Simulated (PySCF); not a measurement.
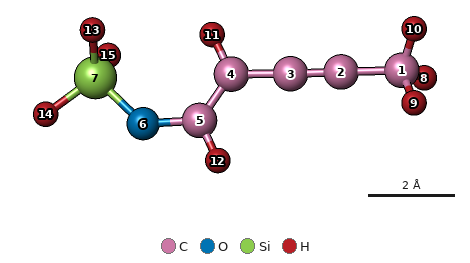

**Figure 1.** The input geometry (ball-and-stick view, seen at a tilt; atoms are numbered from 1 in the order of the input).

Excited-state calculation of C$_{5}$H$_{8}$OSi

- system: C$_{5}$H$_{8}$OSi
- method: TDDFT wB97X-D/def2-SVPD, vertical, gas phase, core orbitals frozen in the response (PySCF 2.14.0)

The geometry comes from this level: GFN2-xTB. It belongs to a series of runs on one base structure; here: constitutional isomer.

### What the program printed
```
coarse grid: 13104 points
cycle   1  E = -559.4541372289  dE =  1.097e+00  |g| = 6.087e-01  |ddm| = 1.085e+01
cycle   2  E = -559.4543750151  dE = -2.378e-04  |g| = 6.657e-01  |ddm| = 2.529e+00
cycle   3  E = -559.5326124240  dE = -7.824e-02  |g| = 7.732e-02  |ddm| = 9.067e-01
cycle   4  E = -559.5337306246  dE = -1.118e-03  |g| = 3.624e-02  |ddm| = 2.922e-01
cycle   5  E = -559.5340680877  dE = -3.375e-04  |g| = 1.063e-02  |ddm| = 1.337e-01
cycle   6  E = -559.5340948196  dE = -2.673e-05  |g| = 3.197e-03  |ddm| = 4.197e-02
cycle   7  E = -559.5340974335  dE = -2.614e-06  |g| = 1.298e-03  |ddm| = 1.093e-02
final grid: 122152 points
cycle   8  E = -559.6216913754  dE = -7.848e-05  |g| = 4.224e-03  |ddm| = 3.334e-01
cycle   9  E = -559.6216925932  dE = -1.218e-06  |g| = 3.797e-03  |ddm| = 2.907e-02
cycle  10  E = -559.6216958337  dE = -3.240e-06  |g| = 9.669e-04  |ddm| = 9.403e-03
cycle  11  E = -559.6216960375  dE = -2.039e-07  |g| = 3.905e-04  |ddm| = 2.993e-03
cycle  12  E = -559.6216960753  dE = -3.771e-08  |g| = 7.614e-05  |ddm| = 1.378e-03
cycle  13  E = -559.6216960770  dE = -1.741e-09  |g| = 2.959e-05  |ddm| = 3.209e-04
cycle  14  E = -559.6216960773  dE = -2.883e-10  |g| = 8.134e-06  |ddm| = 1.085e-04
```

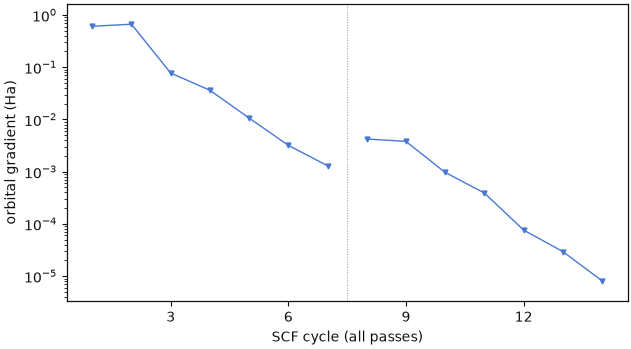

**Figure 2.** Convergence of the self-consistent field: orbital gradient against the SCF cycle. The dotted line marks the change from a coarse to the final integration grid. The first 7 cycles use a coarse grid, the final grid takes over at cycle 8, and the field converges after 14 cycles in all.

```
converged SCF energy = -559.6216960773

Static polarisability (au): isotropic 95.454, principal 65.058 73.384 147.919

Singlet excitations
state   eV       nm        f      main configurations
  1   5.5115    225.0   0.44416   H->L 0.89
  2   5.7199    216.8   0.00008   H-1->L 0.75
  3   5.8707    211.2   0.00046   H->L+1 0.27, H-1->L 0.19, H->L+4 0.19
  4   6.2606    198.0   0.00166   H->L+1 0.45, H->L+4 0.25
  5   6.4763    191.4   0.00105   H->L+3 0.43, H->L+2 0.26, H->L+1 0.11
  6   7.0220    176.6   0.00010   H->L+5 0.47, H->L+4 0.29, H->L+7 0.09
  7   7.2073    172.0   0.01532   H->L+3 0.43, H->L+2 0.37
  8   7.3252    169.3   0.22593   H-1->L+3 0.36, H-1->L+2 0.22, H-2->L 0.09

Triplet excitations (Tamm-Dancoff, eV): 3.5463 5.4040 5.7281
```

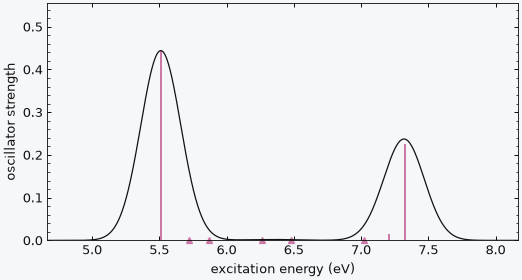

**Figure 3.** Computed excitations as sticks (degenerate states added up, dark ones marked on the axis), with a Gaussian envelope of 0.35 eV full width at half maximum, scaled to the tallest. Of the 8 states the lowest lies at 5.51 eV (f = 0.444); the strongest line is at 5.51 eV, or 225 nm (f = 0.444).

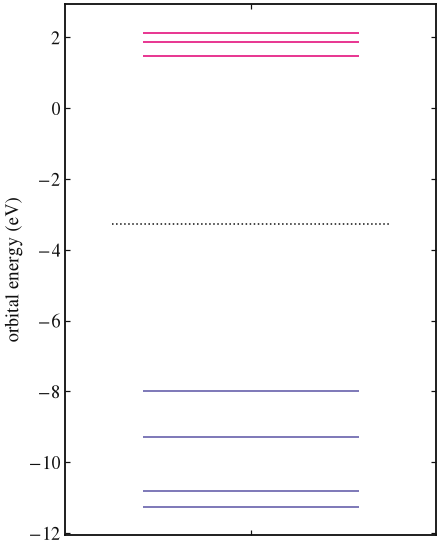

**Figure 4.** Orbital energies near the frontier; the dotted line parts filled from empty levels, and levels within 0.02 eV of each other stand side by side. Highest filled −7.99 eV, lowest empty 1.46 eV, 9.45 eV apart.

The run was set up as follows.

### Input
```
{"job": {"kind": "uv", "xc": "wB97X-D", "basis": "def2-SVPD", "nstates": 8, "ntriplets": 3}, "charge": 0, "multiplicity": 1}
C     -3.747782    -0.298339     0.642651
C     -2.324722    -0.333137     0.389994
C     -1.139391    -0.350992     0.182316
C      0.245136    -0.413834    -0.064111
C      1.026922     0.665615    -0.075225
O      2.348968     0.674899    -0.302562
Si     3.432176    -0.495986    -0.629250
H     -4.294103    -0.244433    -0.299724
H     -3.999469     0.574039     1.246073
H     -4.055072    -1.197949     1.176210
H      0.667273    -1.393341    -0.247925
H      0.628221     1.656938     0.107275
H      3.495790    -1.468680     0.464565
H      4.625064     0.326469    -0.745083
H      3.086575    -1.198935    -1.867116
```

The first line tells a small driver script what to run in PySCF; the rest is the geometry in Å.

Run as:
```bash
OMP_NUM_THREADS=1 python <driver script> task.json out
```

### Key numbers

```json
{"quantity": "outcome", "value": "converged"}
{"quantity": "total energy", "value": "−559.621696 hartree"}
{"quantity": "HOMO", "value": "−7.99 eV"}
{"quantity": "LUMO", "value": "1.46 eV"}
{"quantity": "dipole moment", "value": "0.44 D"}
{"quantity": "mean polarisability", "value": "95.45 a.u."}
{"quantity": "lowest singlet excitation", "value": "5.51 eV"}
{"quantity": "hardware", "value": "1 CPU thread, shared host"}
{"quantity": "wall time", "value": "68 s"}
{"quantity": "peak memory", "value": "0.89 GiB"}
```
